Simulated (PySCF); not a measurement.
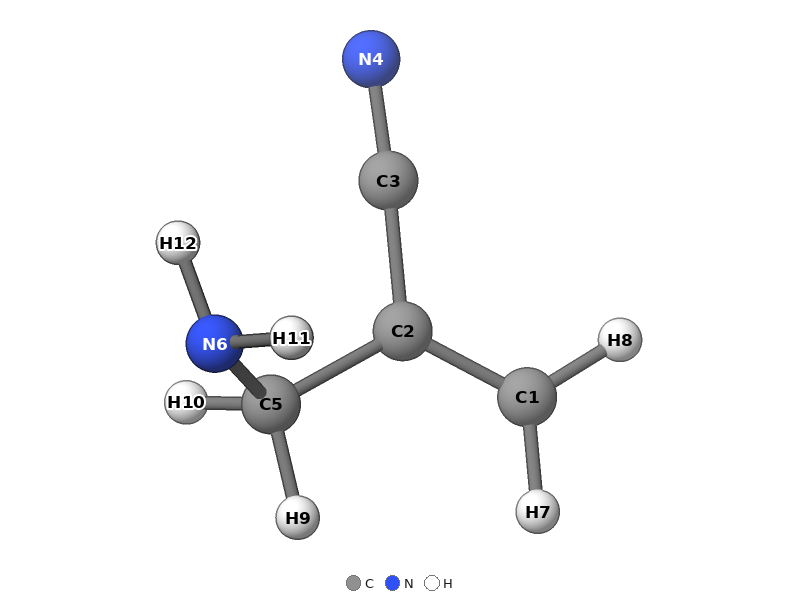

The geometry was computed by an optimisation with PBE0-D3(BJ)/def2-SVP. No frequency run is at hand to confirm it as a minimum. Level of theory: CAM-B3LYP/pcJ-1 indirect spin-spin coupling, non-relativistic, gas phase (PySCF 2.14.0). Isotopes: 13C, 1H, 15N.

Give the spin–spin coupling constants of these pairs, with the number of bonds between them: C3/N4, N6/H11, N6/H12, C2/N4, C2/N6, N6/H9, N6/H10, C1/N4.

```json
{"pair": "C3, N4", "bonds apart": "1", "J (Hz)": "−21.5"}
{"pair": "N6, H11", "bonds apart": "1", "J (Hz)": "−67.5"}
{"pair": "N6, H12", "bonds apart": "1", "J (Hz)": "−69.0"}
{"pair": "C2, N4", "bonds apart": "2", "J (Hz)": "3.9"}
{"pair": "C2, N6", "bonds apart": "2", "J (Hz)": "0.9"}
{"pair": "N6, H9", "bonds apart": "2", "J (Hz)": "−3.6"}
{"pair": "N6, H10", "bonds apart": "2", "J (Hz)": "−1.9"}
{"pair": "C1, N4", "bonds apart": "3", "J (Hz)": "−2.1"}
```
